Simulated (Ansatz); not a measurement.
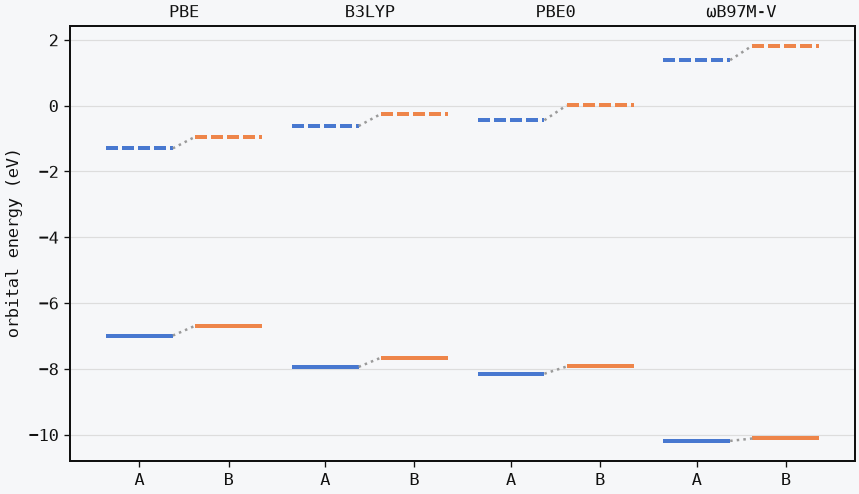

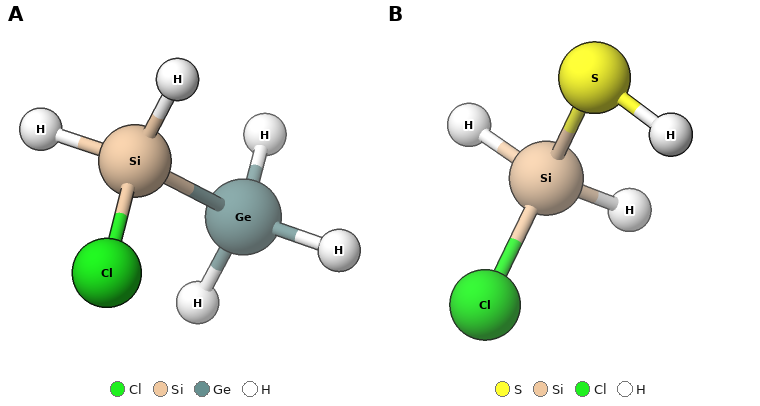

One change: A, GeSiH₅Cl (SMILES Cl[SiH2][GeH3]), becomes B, SiH₃SCl (SMILES S[SiH2]Cl). GeH₃ on Si is replaced by SH. HOMO (solid) and LUMO (dashed) computed in def2-TZVPP at PBE0-D4/def2-TZVP geometries, both minima by their frequencies, gas phase, the Ansatz code. Empty levels above zero depend strongly on the basis.

Q: What does the change do to HOMO and LUMO?

A: PBE: the HOMO rises by 0.30 eV, the LUMO rises by 0.35 eV, and the separation goes from 5.69 to 5.75 eV. B3LYP: the HOMO rises by 0.28 eV, the LUMO rises by 0.37 eV, and the separation goes from 7.32 to 7.41 eV. PBE0: the HOMO rises by 0.22 eV, the LUMO rises by 0.45 eV, and the separation goes from 7.71 to 7.94 eV. ωB97M-V: the HOMO rises by 0.07 eV, the LUMO rises by 0.44 eV, and the separation goes from 11.58 to 11.94 eV.

Q: Do the functionals agree on the effect?

A: They agree on the direction for both levels; the HOMO shift lies between 0.07 and 0.30 eV and the LUMO shift between 0.35 and 0.45 eV, while the separations themselves differ by up to 6.2 eV between functionals.
